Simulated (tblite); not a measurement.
Geometry relaxation of C5H9NSi (part 4 of 4)

C5H9NSi, SMILES Cc1ccn([SiH3])c1; GFN2-xTB geometry optimisation, gas phase (tblite 0.8.0). It belongs to a series of runs on one base structure; here: constitutional isomer.

### Trajectory as extended XYZ, continued
```
16
Properties=species:S:1:pos:R:3:forces:R:3 step=80 energy=-543.48773
C    -2.6383    0.2261    0.1801   -0.0130   0.0040  -0.0070
C    -1.1897   -0.1134    0.0816   -0.0030  -0.0050   0.0170
C    -0.6320   -1.4189    0.1598   -0.0020  -0.0060  -0.0170
C     0.7147   -1.2913    0.0273    0.0050   0.0020   0.0190
N     1.0374    0.0312   -0.1283   -0.0040   0.0090   0.0060
Si    2.6286    0.7395   -0.2285    0.0020   0.0010   0.0020
C    -0.1394    0.7377   -0.0915   -0.0120  -0.0020   0.0000
H    -3.0207   -0.0140    1.1732    0.0130   0.0040  -0.0220
H    -3.2127   -0.3483   -0.5466    0.0040   0.0140   0.0120
H    -2.7970    1.2862   -0.0062    0.0120  -0.0160   0.0050
H    -1.1799   -2.3312    0.2944   -0.0040  -0.0030  -0.0060
H     1.4817   -2.0404    0.0289    0.0100   0.0010   0.0040
H     2.8947    1.4640    1.0165    0.0080   0.0070   0.0020
H     3.5516   -0.3771   -0.4051   -0.0120  -0.0030  -0.0130
H     2.6233    1.6537   -1.3707    0.0090  -0.0070  -0.0020
H    -0.1299    1.8053   -0.1963   -0.0120  -0.0010   0.0010
16
Properties=species:S:1:pos:R:3:forces:R:3 step=82 energy=-543.48804
C    -2.6383    0.2257    0.1766   -0.0290   0.0040   0.0110
C    -1.1903   -0.1148    0.0804   -0.0040  -0.0130   0.0350
C    -0.6314   -1.4194    0.1630    0.0140  -0.0150  -0.0370
C     0.7156   -1.2905    0.0313    0.0100   0.0080   0.0300
N     1.0376    0.0329   -0.1234   -0.0100  -0.0150   0.0000
Si    2.6295    0.7403   -0.2304   -0.0240  -0.0080   0.0140
C    -0.1405    0.7372   -0.0896    0.0030   0.0030   0.0010
H    -3.0244   -0.0240    1.1663    0.0130  -0.0010  -0.0310
H    -3.2132   -0.3382   -0.5584    0.0140   0.0140   0.0160
H    -2.7936    1.2882    0.0032    0.0100  -0.0080  -0.0040
H    -1.1784   -2.3325    0.2978    0.0000   0.0050  -0.0090
H     1.4840   -2.0391    0.0352   -0.0050   0.0140   0.0050
H     2.9008    1.4658    1.0132    0.0080   0.0030  -0.0030
H     3.5468   -0.3796   -0.4118   -0.0010  -0.0060  -0.0100
H     2.6210    1.6522   -1.3735    0.0090   0.0030  -0.0100
H    -0.1328    1.8047   -0.1911   -0.0090   0.0130  -0.0080
16
Properties=species:S:1:pos:R:3:forces:R:3 step=84 energy=-543.48858
C    -2.6394    0.2243    0.1692   -0.0220  -0.0030   0.0260
C    -1.1907   -0.1154    0.0842   -0.0050  -0.0100   0.0210
C    -0.6302   -1.4192    0.1696    0.0160  -0.0090  -0.0240
C     0.7172   -1.2877    0.0443    0.0060   0.0080   0.0150
N     1.0373    0.0363   -0.1111   -0.0070  -0.0180   0.0000
Si    2.6297    0.7401   -0.2356   -0.0240  -0.0090   0.0110
C    -0.1421    0.7385   -0.0825    0.0090   0.0050   0.0120
H    -3.0383   -0.0548    1.1452   -0.0010  -0.0030  -0.0200
H    -3.2054   -0.3153   -0.5903    0.0150   0.0090   0.0120
H    -2.7895    1.2916    0.0263    0.0040   0.0050  -0.0080
H    -1.1774   -2.3319    0.3068    0.0070   0.0020  -0.0160
H     1.4872   -2.0348    0.0495   -0.0110   0.0160   0.0090
H     2.9191    1.4683    1.0028    0.0030  -0.0040  -0.0090
H     3.5377   -0.3852   -0.4292    0.0070  -0.0050  -0.0010
H     2.6145    1.6476   -1.3822    0.0040   0.0080  -0.0070
H    -0.1372    1.8066   -0.1784   -0.0020   0.0100  -0.0200
16
Properties=species:S:1:pos:R:3:forces:R:3 step=85 energy=-543.48874
C    -2.6399    0.2237    0.1674   -0.0070  -0.0030   0.0160
C    -1.1907   -0.1152    0.0870   -0.0040  -0.0030   0.0060
C    -0.6299   -1.4188    0.1715    0.0060  -0.0010  -0.0070
C     0.7175   -1.2865    0.0492    0.0010   0.0040   0.0010
N     1.0369    0.0374   -0.1070   -0.0020  -0.0060   0.0040
Si    2.6290    0.7396   -0.2371   -0.0070  -0.0050   0.0010
C    -0.1426    0.7394   -0.0794    0.0040   0.0030   0.0160
H    -3.0436   -0.0659    1.1377   -0.0100   0.0000  -0.0040
H    -3.2008   -0.3084   -0.6007    0.0070   0.0040   0.0050
H    -2.7889    1.2922    0.0332    0.0010   0.0060  -0.0030
H    -1.1778   -2.3309    0.3091    0.0090  -0.0040  -0.0170
H     1.4879   -2.0328    0.0540   -0.0050   0.0080   0.0110
H     2.9258    1.4685    0.9990    0.0000  -0.0050  -0.0080
H     3.5350   -0.3868   -0.4352    0.0050  -0.0030   0.0020
H     2.6129    1.6456   -1.3853    0.0010   0.0060  -0.0010
H    -0.1385    1.8078   -0.1748    0.0010   0.0010  -0.0200
16
Properties=species:S:1:pos:R:3:forces:R:3 step=87 energy=-543.48883
C    -2.6401    0.2236    0.1679    0.0110   0.0020  -0.0040
C    -1.1906   -0.1146    0.0894    0.0010   0.0040  -0.0040
C    -0.6300   -1.4185    0.1720   -0.0050   0.0040   0.0070
C     0.7173   -1.2859    0.0512   -0.0020  -0.0010  -0.0090
N     1.0365    0.0375   -0.1056    0.0020   0.0090   0.0070
Si    2.6283    0.7390   -0.2377    0.0120   0.0000  -0.0110
C    -0.1426    0.7402   -0.0773   -0.0050   0.0000   0.0100
H    -3.0464   -0.0708    1.1348   -0.0170   0.0030   0.0160
H    -3.1970   -0.3062   -0.6040   -0.0080  -0.0060  -0.0080
H    -2.7893    1.2923    0.0353    0.0000   0.0050   0.0080
H    -1.1783   -2.3302    0.3088    0.0090  -0.0090  -0.0150
H     1.4876   -2.0317    0.0557    0.0050  -0.0030   0.0110
H     2.9279    1.4680    0.9973   -0.0010  -0.0020  -0.0020
H     3.5349   -0.3870   -0.4373    0.0010  -0.0020   0.0040
H     2.6128    1.6448   -1.3864   -0.0030   0.0020   0.0030
H    -0.1386    1.8085   -0.1756    0.0020  -0.0070  -0.0130
16
Properties=species:S:1:pos:R:3:forces:R:3 step=89 energy=-543.48897
C    -2.6403    0.2239    0.1677   -0.0030   0.0060  -0.0110
C    -1.1908   -0.1148    0.0908    0.0000   0.0010   0.0020
C    -0.6300   -1.4185    0.1741   -0.0020   0.0010   0.0070
C     0.7173   -1.2859    0.0538    0.0010   0.0010  -0.0040
N     1.0366    0.0375   -0.1032    0.0030   0.0100   0.0050
Si    2.6283    0.7387   -0.2395    0.0080   0.0000  -0.0070
C    -0.1426    0.7400   -0.0750   -0.0050  -0.0010  -0.0050
H    -3.0518   -0.0800    1.1302   -0.0050   0.0130  -0.0060
H    -3.1943   -0.2980   -0.6126   -0.0010   0.0060   0.0090
H    -2.7875    1.2947    0.0440   -0.0010  -0.0200   0.0140
H    -1.1770   -2.3312    0.3097    0.0030  -0.0060  -0.0120
H     1.4879   -2.0314    0.0608    0.0050  -0.0040   0.0070
H     2.9300    1.4682    0.9945    0.0000  -0.0010   0.0000
H     3.5351   -0.3869   -0.4405   -0.0010  -0.0020   0.0030
H     2.6103    1.6450   -1.3878   -0.0030   0.0000   0.0020
H    -0.1388    1.8077   -0.1784    0.0010  -0.0030  -0.0040
16
Properties=species:S:1:pos:R:3:forces:R:3 step=91 energy=-543.48907
C    -2.6407    0.2240    0.1668   -0.0030   0.0010   0.0000
C    -1.1914   -0.1160    0.0908    0.0020  -0.0010   0.0070
C    -0.6295   -1.4193    0.1744    0.0040  -0.0010   0.0020
C     0.7180   -1.2853    0.0555    0.0040   0.0020   0.0050
N     1.0366    0.0386   -0.0996    0.0010   0.0000  -0.0010
Si    2.6286    0.7386   -0.2411   -0.0020   0.0000   0.0030
C    -0.1434    0.7397   -0.0726   -0.0010  -0.0010  -0.0150
H    -3.0552   -0.0822    1.1274    0.0010   0.0040  -0.0040
H    -3.1949   -0.2931   -0.6162   -0.0010   0.0030   0.0030
H    -2.7852    1.2955    0.0488   -0.0040  -0.0070   0.0050
H    -1.1743   -2.3338    0.3071   -0.0020   0.0000  -0.0080
H     1.4895   -2.0300    0.0659    0.0000  -0.0020   0.0030
H     2.9330    1.4685    0.9921    0.0020  -0.0010   0.0010
H     3.5330   -0.3888   -0.4425    0.0010  -0.0010   0.0010
H     2.6090    1.6453   -1.3888   -0.0030   0.0000  -0.0020
H    -0.1406    1.8070   -0.1793    0.0010   0.0030   0.0030
16
Properties=species:S:1:pos:R:3:forces:R:3 step=93 energy=-543.48909
C    -2.6409    0.2238    0.1661   -0.0010  -0.0040   0.0060
C    -1.1914   -0.1162    0.0914    0.0000   0.0000  -0.0010
C    -0.6290   -1.4193    0.1749    0.0020   0.0020   0.0030
C     0.7184   -1.2847    0.0570    0.0010   0.0000   0.0030
N     1.0365    0.0393   -0.0980    0.0000  -0.0020  -0.0030
Si    2.6286    0.7384   -0.2417    0.0010   0.0010   0.0010
C    -0.1438    0.7399   -0.0723    0.0000  -0.0010  -0.0070
H    -3.0569   -0.0839    1.1253    0.0010  -0.0010  -0.0010
H    -3.1944   -0.2913   -0.6187    0.0000   0.0030   0.0000
H    -2.7850    1.2954    0.0510   -0.0040   0.0020  -0.0020
H    -1.1738   -2.3341    0.3064   -0.0010   0.0010  -0.0060
H     1.4901   -2.0292    0.0678    0.0000  -0.0010   0.0020
H     2.9355    1.4684    0.9907    0.0020   0.0000   0.0020
H     3.5317   -0.3899   -0.4438    0.0010   0.0000   0.0000
H     2.6080    1.6449   -1.3897   -0.0020  -0.0010  -0.0010
H    -0.1412    1.8074   -0.1779    0.0000   0.0000   0.0010
```

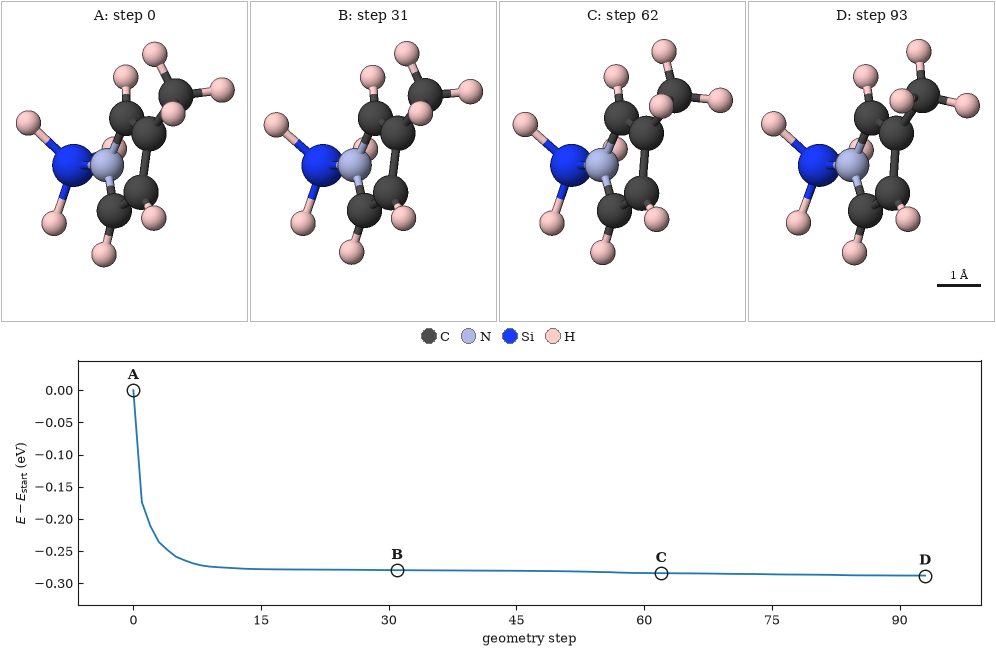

**Figure 1.** Frames of the relaxation (ball-and-stick view, seen at an oblique angle) above the curves, on which the letters mark them (steps are counted from 0).

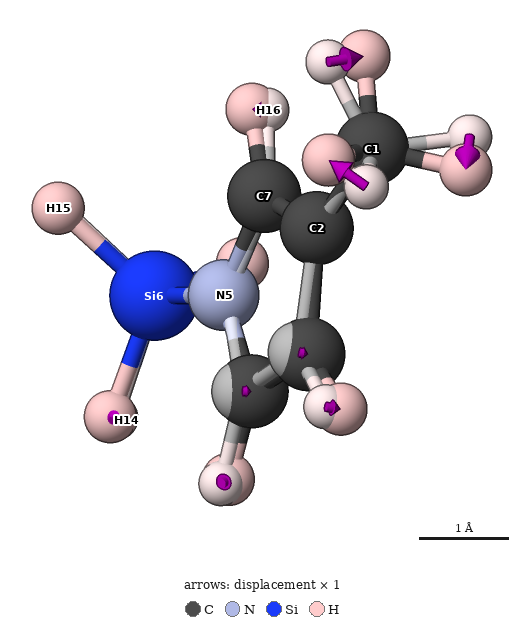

**Figure 2.** Start (faint) and end (solid) with the displacements as pink arrows, at true length (ball-and-stick view, seen at an oblique angle). The two geometries are laid on each other by the best rigid fit. The energy falls by 0.288 eV in 93 geometry steps. Largest force component: 3.2 eV/Å at the start, 0.007 eV/Å at the end. The largest move after the best rigid fit is that of H9, 0.53 Å. Largest moves by element: H 0.53 Å, C 0.11 Å, N 0.05 Å, Si 0.03 Å. Among the contacts that change: N5–Si6 1.785 → 1.745 Å, C4–N5 1.335 → 1.370 Å, C1–H8 1.125 → 1.090 Å, Si6–H13 1.496 → 1.465 Å. Among the angles that change: N5–C4–H12 131.2° → 120.3°, C3–C4–H12 122.8° → 130.1°, N5–C7–H16 124.7° → 120.3°. (Atoms are counted from 1 in the order of the input.)

The run was set up as follows.

### Input
```
{"job": {"kind": "relax", "xc": "GFN2-xTB", "basis": "xTB"}, "charge": 0, "multiplicity": 1}
C     -2.633700     0.220500     0.177200
C     -1.209600    -0.140700     0.071900
C     -0.616400    -1.406000     0.067200
C      0.739300    -1.289600    -0.044900
N      0.993200     0.020500    -0.072300
Si     2.622000     0.737400    -0.213300
C     -0.143300     0.741400    -0.015100
H     -2.926800     0.404400     1.248100
H     -3.281900    -0.601900    -0.204200
H     -2.787700     1.154500    -0.392400
H     -1.177200    -2.333400     0.119200
H      1.400200    -2.142800    -0.066500
H      2.974400     1.518000     1.013300
H      3.606300    -0.355400    -0.345700
H      2.621300     1.681000    -1.337600
H     -0.187700     1.801100    -0.016300
```

The first line tells a small driver script what to run in tblite; the rest is the geometry in Å.

Command:
```bash
OMP_NUM_THREADS=1 python <driver script> task.json out
```

### Results in brief

```json
{"quantity": "outcome", "value": "converged"}
{"quantity": "total energy", "value": "−543.4891 eV"}
{"quantity": "hardware", "value": "1 CPU thread, shared host"}
{"quantity": "wall time", "value": "0.56 s"}
{"quantity": "peak memory", "value": "0.18 GiB"}
```
